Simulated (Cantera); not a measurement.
Input: 1 mol Si₂H₆, 0.009 mol Cl₂, 6 mol H₂, a varied amount of HCl, at 975 K and 728 Torr.

Equilibrium computed with Cantera from the NASA thermochemical tables; the gas is ideal and each condensed phase is pure. Candidate condensed phases: Si; 19 gas species. The feed counts by its element totals alone. The tables' values for SiCl₃ are old estimates; treat these amounts as uncertain. Equilibrium is a limit: real reactors are often held back by kinetics, nucleation or transport.

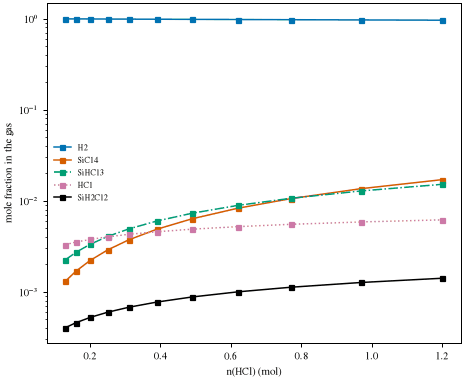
Figure: Equilibrium gas composition (values under 1e-9 drawn at 1e-9)

**Question.** Read off the mole fractions at 0.77 mol HCl.

**Answer.** H₂ about 0.97, SiHCl₃ about 0.011, SiCl₄ about 0.011, HCl about 0.0055, SiH₂Cl₂ about 0.0011.
